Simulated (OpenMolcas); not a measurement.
## Run report: InH3F (charge −1), excited-state calculation (part 3 of 3)

Continued. System: InH3F, charge −1, SMILES [H][In-]([H])([H])[F]. Method: MC-PDFT (trevPBE)/ANO-R1, sfX2C (OpenMolcas 26.06). The geometry comes from this level: GFN2-xTB.

### Log, continued
```
      Charge (e):
                      =   -1.0000
      Dipole Moment (debye):
      Origin of the operator (angstrom)=   -0.0001   -0.0001    0.2701
                   X= -2.2074E-01               Y= -2.2391E-01               Z=  5.1707E+00           Total=  5.1802E+00
      Center of Charge (angstrom)
                     X=    0.04587342               Y=    0.04655583               Z=   -0.80641545
      Quadrupole Moment (debye*angstrom):
      Origin of the operator (angstrom)=   -0.0001   -0.0001    0.2701
                  XX= -6.4904E+01              XY=  6.4617E-01              XZ=  1.4667E-01              YY= -6.3410E+01
                  YZ=  1.3130E-01              ZZ= -5.6114E+01
      In traceless form (debye*angstrom)
                  XX= -5.1420E+00              XY=  9.6926E-01              XZ=  2.2001E-01              YY= -2.9009E+00
                  YZ=  1.9695E-01              ZZ=  8.0429E+00
--

      LoProp population analysis for root number:  4
      -----------------------------------------------

++    LoProp analysis:
      ----------------

++    Static properties:
      ------------------

      LoProp Charges per center

                   IN1      F2       H3       H4       H5
      Nuclear     49.0000   9.0000   1.0000   1.0000   1.0000
      Electronic -48.9732  -8.9293  -1.3841  -1.3717  -1.3418

      Total        0.0268   0.0707  -0.3841  -0.3717  -0.3418
--

      Natural Bond Order analysis for root number:  4

++    Natural Bond Order analysis
      ---------------------------
      Based on LoProp computed density
      -------------------------------------------------------------------------------------
      Atom A       Atom B       Bond Order
      -------------------------------------------------------------------------------------
      NBO located      0.987 non-bonded electrons on atom IN1
      NBO located      0.993 non-bonded electrons on atom IN1
      NBO located      0.993 non-bonded electrons on atom IN1
      NBO located      1.004 non-bonded electrons on atom IN1
      NBO located      1.002 non-bonded electrons on atom IN1
      NBO located      0.998 non-bonded electrons on atom IN1
      NBO located      0.998 non-bonded electrons on atom IN1
      NBO located      0.997 non-bonded electrons on atom IN1
      NBO located      0.998 non-bonded electrons on atom IN1
      NBO located      0.999 non-bonded electrons on atom IN1
      NBO located      1.000 non-bonded electrons on atom IN1
      NBO located      1.000 non-bonded electrons on atom IN1
      NBO located      1.000 non-bonded electrons on atom IN1
      NBO located      1.000 non-bonded electrons on atom IN1
      NBO located      1.000 non-bonded electrons on atom IN1
      NBO located      1.000 non-bonded electrons on atom IN1
      NBO located      1.000 non-bonded electrons on atom IN1
      NBO located      1.000 non-bonded electrons on atom IN1
      NBO located      1.000 non-bonded electrons on atom IN1
      NBO located      1.000 non-bonded electrons on atom IN1
      NBO located      1.000 non-bonded electrons on atom IN1
      NBO located      1.000 non-bonded electrons on atom IN1
      NBO located      1.000 non-bonded electrons on atom IN1
      NBO located      1.000 non-bonded electrons on atom F2
      The remaining    7.279 electrons are to be considered as diffuse
--

--

      Average orbitals are written to the RASORB file
      Natural orbitals for root   1 are written to the RASORB.1 file
      Natural orbitals for root   2 are written to the RASORB.2 file
      Natural orbitals for root   3 are written to the RASORB.3 file
      Natural orbitals for root   4 are written to the RASORB.4 file
      Spin density orbitals for root   1 are written to the SPDORB.1 file
      Spin density orbitals for root   2 are written to the SPDORB.2 file
      Spin density orbitals for root   3 are written to the SPDORB.3 file
      Spin density orbitals for root   4 are written to the SPDORB.4 file

--- Stop Module: rasscf /rc=_RC_ALL_IS_WELL_ ---
           step8.RasOrb.2 step8.RasOrb.3 step8.RasOrb.4 step8.rasscf.h5 step8.SpdOrb.1 step8.SpdOrb.2 step8.SpdOrb.3 step8.SpdOrb.4 xmldump
--- Module rasscf spent 5 seconds ---

--- Start Module: mcpdft ---

                                              &MCPDFT

                       available to each process: 1.9 GB of memory, 1 thread

 ###############################################################################
 ###    WARNING: Deprecation warning: KSDF should be replaced                ###
 ###    with FUNC keyword                                                    ###
 ###############################################################################

++    Wave function specifications:
      -----------------------------

      Number of closed shell electrons          52
      Number of electrons in active shells      10
      Max number of holes in RAS1 space          0
      Max nr of electrons in RAS3 space          0
      Number of inactive orbitals               26
      Number of active orbitals                  9
      Number of secondary orbitals              37
      Spin quantum number                      0.0
      State symmetry                             1
      Number of CSFs                          5292
      Number of RASSCF root(s) available         4
--

++    Orbital specifications:
      -----------------------

      Symmetry species                           1
                                                 a
      Frozen orbitals                            0
      Inactive orbitals                         26
      Active orbitals                            9
      RAS1 orbitals                              0
      RAS2 orbitals                              9
      RAS3 orbitals                              0
      Secondary orbitals                        37
      Deleted orbitals                           0
      Number of basis functions                 72
--

++    MCPDFT specifications:
      ----------------------

      Cholesky decomposition                     On
      Type of calculation                        MC-PDFT
      On-Top Functional                          T:REVPBE
      Exchange scaling factor                    1.00
      Correlation scaling factor                 1.00
      Wave function energy weight                0.00
--

      Numerical integration parameters
      --------------------------------
      Radial quadrature type:                         MHL
      Size of radial grid:                            75
      Lebedev angular grid:                           29
      Angular grid pruned with the crowding factor:  3.00E+00
                                 and fading factor:  6.00E+00
      Screening threshold for integral computation:   1.00E-11
      Radial quadrature accuracy:                     1.00E-25
      Maximum batch size:                             128
      AO values are stored on disk

++    DFT functional specifications:
      ------------------------------
      Using Libxc version: 6.2.2
      Please cite the following reference:
      S. Lehtola, C. Steigemann, M. J.T. Oliveira, and M. A.L. Marques.,  SoftwareX 7, 1–5 (2018) doi:10.1016/j.softx.2017.11.002

      * Revised PBE from Zhang & Yang
        - Y. Zhang and W. Yang.,  Phys. Rev. Lett. 80, 890 (1998) doi:10.1103/PhysRevLett.80.890
      * Perdew, Burke & Ernzerhof
        - J. P. Perdew, K. Burke, and M. Ernzerhof.,  Phys. Rev. Lett. 77, 3865 (1996) doi:10.1103/PhysRevLett.77.3865
        - J. P. Perdew, K. Burke, and M. Ernzerhof.,  Phys. Rev. Lett. 78, 1396 (1997) doi:10.1103/PhysRevLett.78.1396
--
   File JOBOLD not found -- use JOBIPH.
      The MO-coefficients are taken from the file:
      JOBIPH
 Reference MC-SCF energies taken from JOBIPH

++    MC-PDFT RESULTS, STATE 0001
      ---------------------------

      MCSCF reference energy                                            -5979.71207487

      Integrated total density:                                                 62.000
      Integrated alpha density before functional transformation:                31.000
      Integrated  beta density before functional transformation:                31.000
      Integrated alpha density  after functional transformation:                31.820
      Integrated  beta density  after functional transformation:                30.180
      Integrated alpha tau     before functional transformation:                 0.000
      Integrated  beta tau     before functional transformation:                 0.000
      Integrated alpha tau      after functional transformation:                 0.000
      Integrated  beta tau      after functional transformation:                 0.000
      NOTE:
      Densities after transformation are intermediate quantities
      and should not be interpreted as real spin densities

      Exchange energy scaling factor                                          1.000000
      Correlation energy scaling factor                                       1.000000

      Integrated alpha exchange energy                                      -85.716077
      Integrated beta  exchange energy                                      -84.450025
      Integrated  correlation   energy                                       -3.020471

      Nuclear Repulsion energy                                            166.64000602
      CASSCF contribution energy                                        -5809.34751468
      On-top energy                                                      -173.18657354

      Total MCPDFT energy for state   1                                 -5982.53408822
--

++    MC-PDFT RESULTS, STATE 0002
      ---------------------------

      MCSCF reference energy                                            -5979.47330870

      Integrated total density:                                                 62.000
      Integrated alpha density before functional transformation:                31.000
      Integrated  beta density before functional transformation:                31.000
      Integrated alpha density  after functional transformation:                32.419
      Integrated  beta density  after functional transformation:                29.581
      Integrated alpha tau     before functional transformation:                 0.000
      Integrated  beta tau     before functional transformation:                 0.000
      Integrated alpha tau      after functional transformation:                 0.000
      Integrated  beta tau      after functional transformation:                 0.000
      NOTE:
      Densities after transformation are intermediate quantities
      and should not be interpreted as real spin densities

      Exchange energy scaling factor                                          1.000000
      Correlation energy scaling factor                                       1.000000

      Integrated alpha exchange energy                                      -85.696326
      Integrated beta  exchange energy                                      -84.151754
      Integrated  correlation   energy                                       -2.993689

      Nuclear Repulsion energy                                            166.64000602
      CASSCF contribution energy                                        -5809.48720662
      On-top energy                                                      -172.84176836

      Total MCPDFT energy for state   2                                 -5982.32897498
--

++    MC-PDFT RESULTS, STATE 0003
      ---------------------------

      MCSCF reference energy                                            -5979.47143679

      Integrated total density:                                                 62.000
      Integrated alpha density before functional transformation:                31.000
      Integrated  beta density before functional transformation:                31.000
      Integrated alpha density  after functional transformation:                32.422
      Integrated  beta density  after functional transformation:                29.578
      Integrated alpha tau     before functional transformation:                 0.000
      Integrated  beta tau     before functional transformation:                 0.000
      Integrated alpha tau      after functional transformation:                 0.000
      Integrated  beta tau      after functional transformation:                 0.000
      NOTE:
      Densities after transformation are intermediate quantities
      and should not be interpreted as real spin densities

      Exchange energy scaling factor                                          1.000000
      Correlation energy scaling factor                                       1.000000

      Integrated alpha exchange energy                                      -85.697433
      Integrated beta  exchange energy                                      -84.148165
      Integrated  correlation   energy                                       -2.993656

      Nuclear Repulsion energy                                            166.64000602
      CASSCF contribution energy                                        -5809.48958717
      On-top energy                                                      -172.83925409

      Total MCPDFT energy for state   3                                 -5982.32884126
--

++    MC-PDFT RESULTS, STATE 0004
      ---------------------------

      MCSCF reference energy                                            -5979.40626687

      Integrated total density:                                                 62.000
      Integrated alpha density before functional transformation:                31.000
      Integrated  beta density before functional transformation:                31.000
      Integrated alpha density  after functional transformation:                32.309
      Integrated  beta density  after functional transformation:                29.691
      Integrated alpha tau     before functional transformation:                 0.000
      Integrated  beta tau     before functional transformation:                 0.000
      Integrated alpha tau      after functional transformation:                 0.000
      Integrated  beta tau      after functional transformation:                 0.000
      NOTE:
      Densities after transformation are intermediate quantities
      and should not be interpreted as real spin densities

      Exchange energy scaling factor                                          1.000000
      Correlation energy scaling factor                                       1.000000

      Integrated alpha exchange energy                                      -85.681525
      Integrated beta  exchange energy                                      -84.157840
      Integrated  correlation   energy                                       -2.986103

      Nuclear Repulsion energy                                            166.64000602
      CASSCF contribution energy                                        -5809.43671783
      On-top energy                                                      -172.82546868

      Total MCPDFT energy for state   4                                 -5982.26218651
--

::    MCPDFT root number  1 Total energy:  -5982.53408822
::    MCPDFT root number  2 Total energy:  -5982.32897498
::    MCPDFT root number  3 Total energy:  -5982.32884126
::    MCPDFT root number  4 Total energy:  -5982.26218651

--- Stop Module: mcpdft /rc=_RC_ALL_IS_WELL_ ---
--- Module mcpdft spent 4 seconds ---

.##################.
.# Happy landing! #.
.##################.

    Timing: Wall=24.30 User=22.61 System=1.58
```

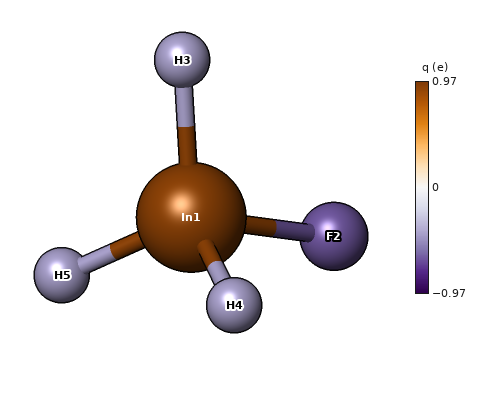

Fig. 1: Mulliken charges, as the colour of each atom (ball-and-stick view, seen at a tilt; atoms are numbered from 1 in the order of the input). By element: In +0.92, F −0.65 and H −0.43 to −0.42 e.

The run was set up as follows.

### Input file
```
* FH3In MC-PDFT
&GATEWAY
XBAS
In.ANO-R1
F.ANO-R1
H.ANO-R1
End of Basis
ZMAT
In1
F2 1 2.018039
H3 1 1.70503 2 105.39075
H4 1 1.704007 3 113.58781 2 114.7587
H5 1 1.706055 4 113.0464 3 -131.00635
End of ZMAT
RICD
Finite
RX2C
&SEWARD
&RASSCF
FileOrb=$CurrDir/step2.RasOrb
Spin=1
Nactel=10 0 0
Inactive=26
Ras2=9
CIRoot=4 4 1
OrbListing=Nothing
OrbAppear=Compact
&MCPDFT
KSDFT=T:revPBE
```

Launch command:
```bash
export MOLCAS_MEM=1860
pymolcas step8.inp > step8.log
```

### Summary

| quantity | value |
| --- | --- |
| outcome | converged |
| total energy | −5982.534088 hartree |
| basis functions | 72 |
| hardware | 1 thread of Intel Xeon @ 2.50GHz (Skylake/Cascade Lake), 16 GiB of memory available, shared host |
| wall time | 25 s |
| peak memory | 0.28 GiB |
